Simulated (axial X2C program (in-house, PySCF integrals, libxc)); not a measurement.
**PO⁻: from the state search to constants**

What are the state, bond length, wavenumber and bond energy of PO⁻, and what does spin–orbit coupling change?

Computed with an in-house X2C program for linear molecules on PySCF integrals. Level: all-electron X2C, P dyall-av3z, O dyall-av3z.

All values are calculated.

## (1) Set-up

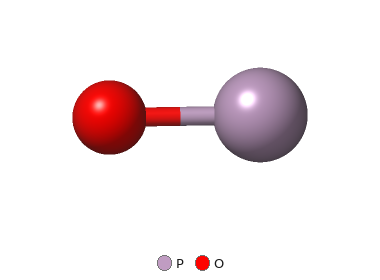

The two atoms at 1.590 Å (phosphorus pink, oxygen red).

Contents of task.json:

```json
{"zs": [15, 8], "q": -1, "bas": ["dyall-av3z", "dyall-av3z"], "levels": ["PBE0", "HF", "BP86"], "cc": true, "r0": 1.59, "thr": -2.0, "nmax": 90, "npts": 10, "nst": 2, "ntry": 6}
```

Keys: zs atomic numbers; q charge; bas basis sets; levels methods (HF also brings MP2); cc coupled cluster on or off; r0 starting distance in Å; thr threshold in hartree for freezing inner shells (an s shell follows its p shell); nmax most natural virtual spinors; npts points asked for on the curve; nst determinants followed; ntry starts of the search.

On the command line:

```sh
python so2c.py task.json out
```

Spin-free means the one-electron spin-free X2C Hamiltonian; two-component (2c) means X2C with spin–orbit coupling and atomic mean-field two-electron Coulomb and Gaunt terms. Basis: P dyall-av3z contracted to [9s8p3d2f], O dyall-av3z contracted to [7s6p3d2f]; Gaussian nuclei, density fitting. Masses: P 30.974 u, O 15.995 u.

Notation: σ, π±, δ± give the projection m of an orbital's angular momentum (0, ±1, ±2), α and β its spin, Λ and M_S the sums; ω is the projection of a spinor's total angular momentum and Ω the sum. Logs are in hartree.

The results follow Hamiltonian by Hamiltonian and level by level.

## (2) Which state to follow

PBE0 moves the distance from 1.590 Å to 1.546 Å and compares determinants there.

Spin-free determinants:

| ΔE (eV) | state | open shells |
| --- | --- | --- |
| 0.00 | M_S = 1, Λ = 0 | beyond closed shells: π+α, π-α |
| 0.71 | M_S = 0, Λ = 2 | beyond closed shells: π+α, π+β |
| 0.71 | M_S = 0, Λ = 0 | beyond closed shells: π+β, π-α |
| 2.24 | M_S = 1, Λ = 1 | beyond closed shells: σα, π+α |
| 2.30 | M_S = 0, Λ = 1 | beyond closed shells: σα, π+β |
| 2.63 | M_S = 1, Λ = 2 | beyond closed shells: 2 × π+α |
| 5.02 | M_S = 1, Λ = 2 | beyond closed shells: 2 × π+α, 2 × π+β, 2 × π-α |

Two-component determinants:

| ΔE (eV) | state | open shells |
| --- | --- | --- |
| 0.00 | Ω = 1 | excess of +ω over −ω: ω = -1/2, ω = 3/2 |
| 0.69 | Ω = 0 | closed shell |
| 0.71 | Ω = 2 | excess of +ω over −ω: ω = 1/2, ω = 3/2 |
| 0.73 | Ω = 0 | closed shell |
| 2.28 | Ω = 1 | excess of +ω over −ω: 2 × ω = 1/2 |
| 2.64 | Ω = 3 | excess of +ω over −ω: 2 × ω = 3/2 |
| 5.01 | Ω = 3 | excess of +ω over −ω: 2 × ω = 3/2 |

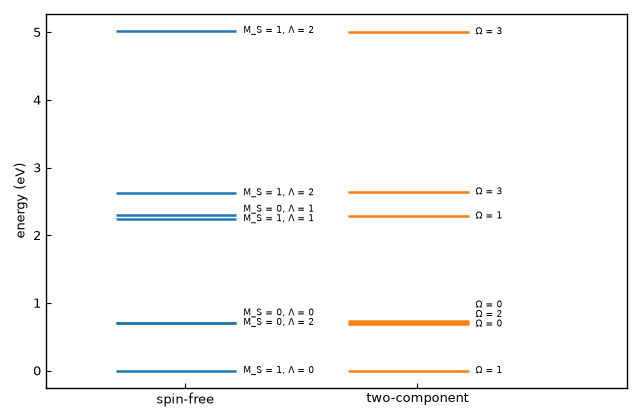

The determinants found, each set from its own lowest.

## (3) PBE0, spin-free

State followed: M_S = 1, Λ = 0 (beyond closed shells: π+α, π-α). The scan is laid around 1.546 Å, a first estimate of the minimum, and this SCF restarts from the orbitals of the search.

Output at 1.546 Å:

```text
spin-free X2C-1e  PBE0
basis functions 116  fitting functions 615  grid points 4353
iter        total energy     max residual
   1       -417.307589893     1.76e-05
   2       -417.307589887     3.97e-05
   3       -417.307589900     5.93e-06
   4       -417.307589901     2.35e-06
converged
one-electron -664.39424935  Coulomb 237.90203669  exact exchange -7.77284740  xc functional -24.11708696  nuclear repulsion 41.07455712
```

Along the bond, energies from the lowest point:

```
R (Å)  E (eV)  μ (D)  HOMO (eV)  LUMO (eV)  iterations
1.345  1.2951   1.65       1.16       3.66          13
1.407  0.5346   1.16       1.06       3.70          12
1.453  0.2113   0.81       0.97       3.72          12
1.500  0.0450   0.46       0.87       3.72          12
1.546  0.0000   0.13       0.76       3.73           4
1.600  0.0629  -0.23       0.62       3.72          13
1.654  0.2169  -0.56       0.48       3.71          13
1.724  0.5077  -0.96       0.29       3.61          13
1.809  0.9512  -1.40       0.05       3.45          14
1.933  1.6793  -1.97      -0.27       3.19          15
```

Dipoles are positive if O is the positive end and refer to the centre of mass.

Outer orbitals at the reference distance:

| symmetry | occupied | ε (eV) | atomic character |
| --- | --- | --- | --- |
| σα | yes | -21.13 | 65% O s, 11% P p, 10% P s |
| σβ | yes | -20.29 | 63% O s, 12% P p, 10% P s |
| σα | yes | -9.02 | 46% P s, 33% O p, 9% O s |
| σβ | yes | -7.66 | 42% O p, 38% P s, 10% O s |
| π+α | yes | -4.32 | 70% O p, 23% P p, 3% P d |
| π-α | yes | -4.32 | 70% O p, 23% P p, 3% P d |
| σα | yes | -4.07 | 49% O p, 26% P p, 16% P s |
| σβ | yes | -3.23 | 39% O p, 30% P p, 23% P s |
| π-β | yes | -2.97 | 69% O p, 22% P p, 5% P d |
| π+β | yes | -2.97 | 69% O p, 22% P p, 5% P d |
| π+α | yes | 0.76 | 60% P p, 19% O p, 13% P d |
| π-α | yes | 0.76 | 60% P p, 19% O p, 13% P d |
| σα | no | 3.73 | 50% P p, 48% P s |
| π+β | no | 3.86 | 76% P p, 11% O p, 9% P d |
| π-β | no | 3.86 | 76% P p, 11% O p, 9% P d |
| σα | no | 3.98 | 44% P p, 42% P s, 8% O p |

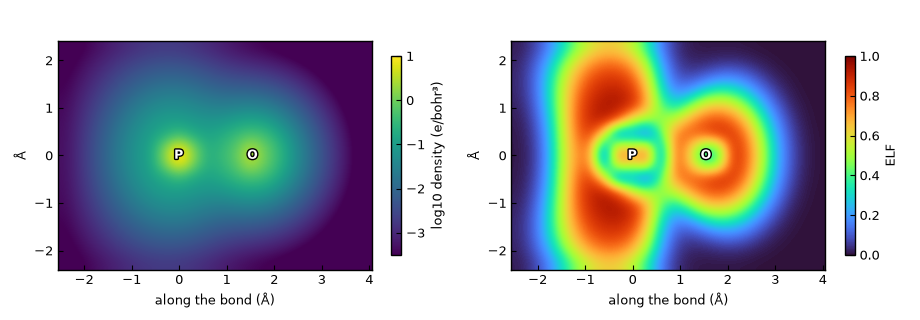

PBE0 fields in a plane through the axis, from a grid of 0.3 Å; P lies at z = 0 and O at z = 1.546 Å; the ELF is damped to zero where the density is low.

Re = 1.543 Å, ωe = 1059 cm⁻¹, ωexe = 5.31 cm⁻¹, Be = 0.6711 cm⁻¹, De = 5.74 eV, μ = 0.15 D.

## (4) HF, spin-free

The SCF at the reference distance of 1.546 Å:

```text
spin-free X2C-1e  HF
basis functions 116  fitting functions 615  grid points 4353
iter        total energy     max residual
   1       -416.509045140     7.52e-02
   2       -416.525217161     7.62e-03
   3       -416.526520480     4.13e-03
   4       -416.526875750     2.67e-03
   5       -416.527059299     8.67e-04
   6       -416.527115423     5.12e-04
   7       -416.527128187     1.98e-04
   8       -416.527131029     5.46e-05
   9       -416.527131168     1.80e-05
  10       -416.527131189     6.72e-06
  11       -416.527131192     2.33e-06
  12       -416.527131192     1.45e-06
converged
one-electron -664.36823957  Coulomb 237.93728532  exact exchange -31.17073406  xc functional 0.00000000  nuclear repulsion 41.07455712
```

Re = 1.514 Å, ωe = 1163 cm⁻¹, ωexe = 5.18 cm⁻¹, Be = 0.6976 cm⁻¹, De = 3.60 eV, μ = -0.37 D.

## (5) BP86, spin-free

Output at 1.546 Å:

```text
spin-free X2C-1e  BP86
basis functions 116  fitting functions 615  grid points 4353
iter        total energy     max residual
   1       -417.564955688     3.38e-02
   2       -417.566632033     1.34e-02
   3       -417.553701286     3.99e-02
   4       -417.567979207     3.55e-03
   5       -417.568087504     9.29e-04
   6       -417.568105910     1.88e-04
   7       -417.568106277     3.45e-05
   8       -417.568106313     6.40e-06
   9       -417.568106315     1.30e-06
converged
one-electron -664.17606555  Coulomb 237.66149642  exact exchange 0.00000000  xc functional -32.12809431  nuclear repulsion 41.07455712
```

Re = 1.566 Å, ωe = 982 cm⁻¹, ωexe = 5.46 cm⁻¹, Be = 0.6519 cm⁻¹, De = 6.00 eV, μ = 0.47 D.

## (6) MP2 and beyond, spin-free

Correlated methods: 12 electrons correlated (frozen shells, counted by type: P 2 s, 1 p; O 1 s), 198 virtual spinors in MP2, 89 natural virtuals in coupled cluster.

Output of the correlated part at 1.546 Å:

```text
correlated 12  virtual 198  natural virtual 89  E(MP2) -0.378425256  MP2 remainder -0.017382142
iter   CCSD correlation   residual
   1     -0.355522428   1.52e-01
   2     -0.367359690   6.42e-02
   3     -0.371081357   2.37e-02
   4     -0.371219107   8.33e-03
   5     -0.371407732   3.61e-03
   6     -0.371407515   1.19e-03
   7     -0.371402671   5.09e-04
   8     -0.371405977   1.80e-04
   9     -0.371403406   6.93e-05
  10     -0.371403615   2.83e-05
  11     -0.371403034   1.24e-05
  12     -0.371403023   4.78e-06
(T) -0.017827659  T1 0.0309  D1 0.0512  max T2 0.052
```

T1 in the output is the amplitude norm over the root of the electron number; divide by √2 for the Lee–Taylor value.

MP2: Re = 1.561 Å, ωe = 1007 cm⁻¹, Be = 0.6561 cm⁻¹, De = 5.72 eV.

CCSD: Re = 1.548 Å, ωe = 1053 cm⁻¹, ωexe = 5.36 cm⁻¹, Be = 0.6666 cm⁻¹, De = 5.32 eV. T1 at Re = 0.022 (Lee–Taylor, the printed value over √2).

CCSD(T): Re = 1.558 Å, ωe = 1017 cm⁻¹, ωexe = 5.61 cm⁻¹, Be = 0.6581 cm⁻¹, De = 5.46 eV. T1 at Re = 0.022 (Lee–Taylor, the printed value over √2).

## (7) A higher determinant, spin-free

State: M_S = 0, Λ = 2 (beyond closed shells: π+α, π+β).

Output at the reference distance:

```text
spin-free X2C-1e  PBE0
basis functions 116  fitting functions 615  grid points 4353
iter        total energy     max residual
   1       -417.281490498     1.35e-05
   2       -417.281490494     2.58e-05
   3       -417.281490500     3.14e-06
   4       -417.281490500     8.24e-07
converged
one-electron -664.10803644  Coulomb 237.59196992  exact exchange -7.75741092  xc functional -24.08257019  nuclear repulsion 41.07455712
```

| R (Å) | E above the lowest PBE0 point (eV) |
| --- | --- |
| 1.345 | 1.955 |
| 1.407 | 1.213 |
| 1.453 | 0.901 |
| 1.500 | 0.746 |
| 1.546 | 0.710 |
| 1.600 | 0.782 |
| 1.654 | 0.944 |
| 1.724 | 1.243 |
| 1.809 | 1.694 |

Re = 1.539 Å, ωe = 1065 cm⁻¹, ωexe = 5.38 cm⁻¹, Be = 0.6749 cm⁻¹, μ = 0.56 D. Te = 0.71 eV. As a difference of two determinants it need not be a gap between pure terms.

## (8) The spin-free curves together

Energy (eV) of the followed determinant, spin-free, from each level's lowest point:

| R (Å) | PBE0 | HF | MP2 | CCSD | CCSD(T) | BP86 |
| --- | --- | --- | --- | --- | --- | --- |
| 1.345 | 1.295 | 1.047 | 1.447 | n/a | n/a | 1.461 |
| 1.407 | 0.535 | 0.365 | 0.638 | 0.575 | 0.627 | 0.653 |
| 1.453 | 0.211 | 0.103 | 0.279 | 0.236 | 0.272 | 0.292 |
| 1.500 | 0.045 | 0.000 | 0.079 | 0.056 | 0.075 | 0.086 |
| 1.546 | 0.000 | 0.021 | 0.000 | 0.000 | 0.000 | 0.000 |
| 1.600 | 0.063 | 0.162 | 0.024 | 0.052 | 0.029 | 0.013 |
| 1.654 | 0.217 | 0.395 | 0.139 | 0.197 | 0.150 | 0.115 |
| 1.724 | 0.508 | 0.787 | 0.382 | 0.478 | 0.399 | 0.338 |
| 1.809 | 0.951 | 1.350 | 0.777 | n/a | n/a | 0.698 |
| 1.933 | 1.679 | 2.224 | 1.582 | n/a | n/a | 1.306 |

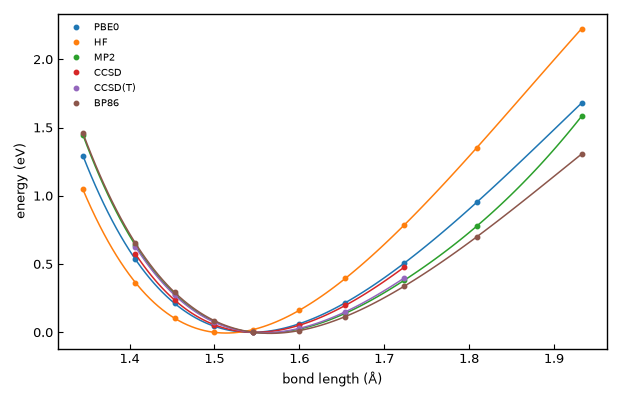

Curves of the followed state, spin-free, each from its own lowest point.

## (9) PBE0, 2c

State followed: Ω = 1 (excess of +ω over −ω: ω = -1/2, ω = 3/2). The scan is laid around 1.546 Å, a first estimate of the minimum, and this SCF restarts from the orbitals of the search.

The SCF at the reference distance of 1.546 Å:

```text
two-component X2C + atomic mean field  PBE0
basis functions 116  fitting functions 615  grid points 4353
iter        total energy     max residual
   1       -417.255704032     2.03e-05
   2       -417.255704029     2.44e-05
   3       -417.255704039     1.13e-05
   4       -417.255704040     1.35e-06
converged
one-electron -664.25509262  Coulomb 237.86110342  exact exchange -7.77147946  xc functional -24.11280995  nuclear repulsion 41.07455712  atomic mean-field constant -0.05198256
```

Along the bond, energies from the lowest point:

```csv
R (Å),E (eV),μ (D),HOMO (eV),LUMO (eV),iterations
1.345,1.2960,1.65,1.17,3.73,13
1.407,0.5351,1.17,1.07,3.74,12
1.453,0.2115,0.81,0.98,3.75,12
1.500,0.0451,0.47,0.88,3.75,12
1.546,0.0000,0.14,0.77,3.74,4
1.600,0.0628,-0.22,0.64,3.74,13
1.654,0.2167,-0.56,0.49,3.71,13
1.724,0.5075,-0.96,0.30,3.60,13
1.809,0.9509,-1.40,0.07,3.44,14
1.933,1.6788,-1.97,-0.26,3.18,15
```

Dipoles are positive if O is the positive end and refer to the centre of mass.

Outer spinors at the reference distance:

| ω | occupied | ε (eV) | atomic character | λ mixture |
| --- | --- | --- | --- | --- |
| 1/2 | yes | -21.13 | 65% O s, 11% P p, 10% P s | 100% σ |
| -1/2 | yes | -20.30 | 63% O s, 12% P p, 10% P s | 100% σ |
| 1/2 | yes | -9.03 | 46% P s, 33% O p, 9% O s | 100% σ |
| -1/2 | yes | -7.66 | 42% O p, 38% P s, 10% O s | 100% σ |
| -1/2 | yes | -4.33 | 70% O p, 23% P p, 3% P d | 100% π |
| 3/2 | yes | -4.31 | 70% O p, 23% P p, 3% P d | 100% π |
| 1/2 | yes | -4.07 | 49% O p, 26% P p, 16% P s | 100% σ |
| -1/2 | yes | -3.23 | 39% O p, 30% P p, 23% P s | 100% σ |
| 1/2 | yes | -2.98 | 69% O p, 22% P p, 5% P d | 100% π |
| -3/2 | yes | -2.96 | 69% O p, 22% P p, 5% P d | 100% π |
| -1/2 | yes | 0.74 | 60% P p, 19% O p, 13% P d | 100% π |
| 3/2 | yes | 0.77 | 60% P p, 18% O p, 13% P d | 100% π |
| 1/2 | no | 3.74 | 60% P p, 38% P s | 100% σ |
| 1/2 | no | 3.85 | 76% P p, 11% O p, 9% P d | 100% π |
| -3/2 | no | 3.86 | 76% P p, 11% O p, 9% P d | 100% π |
| -1/2 | no | 4.02 | 96% P p | 100% π |

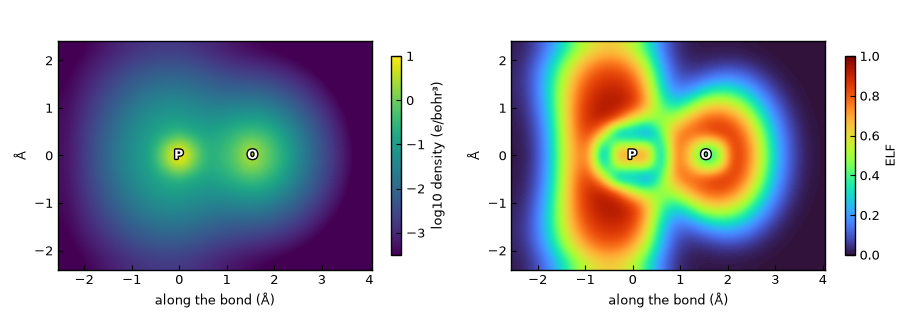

PBE0 fields in a plane through the axis, from a grid of 0.3 Å; P lies at z = 0 and O at z = 1.546 Å; the ELF is damped to zero where the density is low.

Re = 1.543 Å, ωe = 1059 cm⁻¹, ωexe = 5.31 cm⁻¹, Be = 0.671 cm⁻¹, De = 5.75 eV, μ = 0.16 D.

## (10) HF, 2c

Output at 1.546 Å:

```text
two-component X2C + atomic mean field  HF
basis functions 116  fitting functions 615  grid points 4353
iter        total energy     max residual
   1       -416.457332477     7.53e-02
   2       -416.473499269     7.62e-03
   3       -416.474802085     4.13e-03
   4       -416.475156992     2.67e-03
   5       -416.475340365     8.67e-04
   6       -416.475396421     5.12e-04
   7       -416.475409175     1.98e-04
   8       -416.475412015     5.45e-05
   9       -416.475412154     1.80e-05
  10       -416.475412175     7.43e-06
  11       -416.475412178     2.75e-06
  12       -416.475412178     1.71e-06
converged
one-electron -664.22922374  Coulomb 237.89648442  exact exchange -31.16524743  xc functional 0.00000000  nuclear repulsion 41.07455712  atomic mean-field constant -0.05198256
```

Re = 1.514 Å, ωe = 1163 cm⁻¹, ωexe = 5.18 cm⁻¹, Be = 0.6975 cm⁻¹, De = 3.61 eV, μ = -0.37 D.

## (11) BP86, 2c

The SCF at the reference distance of 1.546 Å:

```text
two-component X2C + atomic mean field  BP86
basis functions 116  fitting functions 615  grid points 4353
iter        total energy     max residual
   1       -417.512963145     3.39e-02
   2       -417.514637628     1.34e-02
   3       -417.501703639     3.99e-02
   4       -417.515986505     3.55e-03
   5       -417.516094853     9.31e-04
   6       -417.516113317     1.88e-04
   7       -417.516113683     3.45e-05
   8       -417.516113719     6.41e-06
   9       -417.516113721     1.30e-06
converged
one-electron -664.03663802  Coulomb 237.62027038  exact exchange 0.00000000  xc functional -32.12232065  nuclear repulsion 41.07455712  atomic mean-field constant -0.05198256
```

Re = 1.566 Å, ωe = 982 cm⁻¹, ωexe = 5.46 cm⁻¹, Be = 0.6518 cm⁻¹, De = 6.00 eV, μ = 0.47 D.

## (12) Correlated methods, 2c

Correlated methods: 12 electrons correlated (frozen shells, counted by type: P 2 s, 1 p; O 1 s), 198 virtual spinors in MP2, 90 natural virtuals in coupled cluster.

Output of the correlated part at 1.546 Å:

```text
correlated 12  virtual 198  natural virtual 90  E(MP2) -0.378375807  MP2 remainder -0.016813157
iter   CCSD correlation   residual
   1     -0.356038290   1.52e-01
   2     -0.367875700   6.42e-02
   3     -0.371596713   2.37e-02
   4     -0.371733902   8.34e-03
   5     -0.371922928   3.62e-03
   6     -0.371922409   1.19e-03
   7     -0.371917534   5.10e-04
   8     -0.371920876   1.81e-04
   9     -0.371918306   6.98e-05
  10     -0.371918513   2.85e-05
  11     -0.371917929   1.25e-05
  12     -0.371917917   4.81e-06
(T) -0.017900782  T1 0.0309  D1 0.0513  max T2 0.052
```

MP2: Re = 1.561 Å, ωe = 1007 cm⁻¹, Be = 0.6561 cm⁻¹, De = 5.72 eV.

CCSD: Re = 1.548 Å, ωe = 1053 cm⁻¹, ωexe = 5.37 cm⁻¹, Be = 0.6666 cm⁻¹, De = 5.32 eV. T1 at Re = 0.022 (Lee–Taylor, the printed value over √2).

CCSD(T): Re = 1.558 Å, ωe = 1017 cm⁻¹, ωexe = 5.62 cm⁻¹, Be = 0.6581 cm⁻¹, De = 5.46 eV. T1 at Re = 0.022 (Lee–Taylor, the printed value over √2).

## (13) A higher determinant, 2c

State: Ω = 0 (closed shell).

Output at the reference distance:

```text
two-component X2C + atomic mean field  PBE0
basis functions 116  fitting functions 615  grid points 4353
iter        total energy     max residual
   1       -417.230424472     1.90e-05
   2       -417.230424467     2.54e-05
   3       -417.230424479     1.23e-05
   4       -417.230424481     6.49e-07
converged
one-electron -663.98268744  Coulomb 237.56482497  exact exchange -7.75625964  xc functional -24.07887694  nuclear repulsion 41.07455712  atomic mean-field constant -0.05198256
```

```
R (Å)  E above the lowest PBE0 point (eV)
1.345                               1.938
1.407                               1.194
1.453                               0.881
1.500                               0.725
1.546                               0.688
1.600                               0.759
1.654                               0.920
1.724                               1.218
1.809                               1.667
```

Re = 1.539 Å, ωe = 1064 cm⁻¹, ωexe = 5.37 cm⁻¹, Be = 0.6745 cm⁻¹, μ = 0.54 D. Te = 0.69 eV. As a difference of two determinants it need not be a gap between pure terms.

## (14) The 2c curves together

Energy (eV) of the followed determinant, 2c, from each level's lowest point:

| R (Å) | PBE0 | HF | MP2 | CCSD | CCSD(T) | BP86 |
| --- | --- | --- | --- | --- | --- | --- |
| 1.345 | 1.296 | 1.048 | 1.448 | n/a | n/a | 1.462 |
| 1.407 | 0.535 | 0.365 | 0.639 | 0.575 | 0.628 | 0.653 |
| 1.453 | 0.212 | 0.103 | 0.280 | 0.236 | 0.272 | 0.292 |
| 1.500 | 0.045 | 0.000 | 0.079 | 0.056 | 0.075 | 0.086 |
| 1.546 | 0.000 | 0.020 | 0.000 | 0.000 | 0.000 | 0.000 |
| 1.600 | 0.063 | 0.161 | 0.024 | 0.052 | 0.029 | 0.013 |
| 1.654 | 0.217 | 0.395 | 0.139 | 0.197 | 0.150 | 0.115 |
| 1.724 | 0.507 | 0.787 | 0.382 | 0.478 | 0.398 | 0.338 |
| 1.809 | 0.951 | 1.350 | 0.776 | n/a | n/a | 0.698 |
| 1.933 | 1.679 | 2.223 | 1.580 | n/a | n/a | 1.305 |

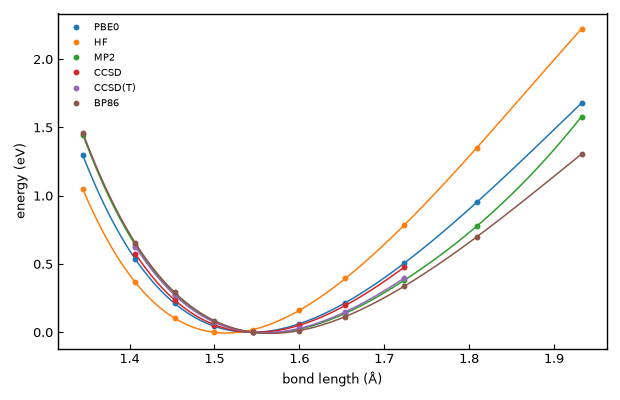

Curves of the followed state, 2c, each from its own lowest point.

The whole job took 1.8 min on 1 thread of Intel Xeon 6975P-C (Granite Rapids), shared host; peak memory 0.66 GiB.

## (15) Constants

Lowest determinant that the search found at its distance, spin-free: M_S = 1, Λ = 0 (beyond closed shells: π+α, π-α).

Lowest determinant that the search found at its distance, 2c: Ω = 1 (excess of +ω over −ω: ω = -1/2, ω = 3/2).

```json
{"Hamiltonian": "spin-free", "level": "PBE0", "Re (Å)": "1.543", "ωe (cm⁻¹)": "1059", "De (eV)": "5.74", "μ (D)": "0.15"}
{"Hamiltonian": "spin-free", "level": "HF", "Re (Å)": "1.514", "ωe (cm⁻¹)": "1163", "De (eV)": "3.60", "μ (D)": "-0.37"}
{"Hamiltonian": "spin-free", "level": "MP2", "Re (Å)": "1.561", "ωe (cm⁻¹)": "1007", "De (eV)": "5.72", "μ (D)": "n/a"}
{"Hamiltonian": "spin-free", "level": "CCSD", "Re (Å)": "1.548", "ωe (cm⁻¹)": "1053", "De (eV)": "5.32", "μ (D)": "n/a"}
{"Hamiltonian": "spin-free", "level": "CCSD(T)", "Re (Å)": "1.558", "ωe (cm⁻¹)": "1017", "De (eV)": "5.46", "μ (D)": "n/a"}
{"Hamiltonian": "spin-free", "level": "BP86", "Re (Å)": "1.566", "ωe (cm⁻¹)": "982", "De (eV)": "6.00", "μ (D)": "0.47"}
{"Hamiltonian": "2c", "level": "PBE0", "Re (Å)": "1.543", "ωe (cm⁻¹)": "1059", "De (eV)": "5.75", "μ (D)": "0.16"}
{"Hamiltonian": "2c", "level": "HF", "Re (Å)": "1.514", "ωe (cm⁻¹)": "1163", "De (eV)": "3.61", "μ (D)": "-0.37"}
{"Hamiltonian": "2c", "level": "MP2", "Re (Å)": "1.561", "ωe (cm⁻¹)": "1007", "De (eV)": "5.72", "μ (D)": "n/a"}
{"Hamiltonian": "2c", "level": "CCSD", "Re (Å)": "1.548", "ωe (cm⁻¹)": "1053", "De (eV)": "5.32", "μ (D)": "n/a"}
{"Hamiltonian": "2c", "level": "CCSD(T)", "Re (Å)": "1.558", "ωe (cm⁻¹)": "1017", "De (eV)": "5.46", "μ (D)": "n/a"}
{"Hamiltonian": "2c", "level": "BP86", "Re (Å)": "1.566", "ωe (cm⁻¹)": "982", "De (eV)": "6.00", "μ (D)": "0.47"}
```

Dipoles are positive if O is the positive end and refer to the centre of mass.

Time per point (s) on 1 thread of Intel Xeon 6975P-C (Granite Rapids), shared host (2c runs; CCSD comes with the CCSD(T) run); the times are rough: PBE0 0.22, HF 0.11, MP2 0.22, CCSD(T) 5.1, BP86 0.17.

At CCSD(T), going from spin-free to two-component changes Re by 0 mÅ, ωe by 0.0 %, which is small (part of it comes from the scalar share of the two-electron terms). De moves by 0.00 eV; both De rest on single-determinant atoms, which can miss part of an open shell's spin–orbit lowering. The highest occupied level is positive near Re at PBE0 spin-free, BP86 spin-free, PBE0 2c, BP86 2c: there the basis may hold the extra electron.

De refers to P + O-; at HF, spin-free, to P- + O; at HF, two-component, to P- + O, each in the lowest determinant found, which need not be this curve's own limit. The state is a single determinant with fixed occupations, the lowest that a limited PBE0 search found. Dissociation energies refer to the lowest single-determinant-based atoms at the same level and basis. Density functionals use the spin component along the axis (collinear). Coupled cluster ran in a truncated set of natural virtual spinors; the MP2 energy of the rest was added. With several unpaired electrons one determinant need not be a pure state. T1 at Re is 0.022 (Lee–Taylor), above the customary mark of 0.02.
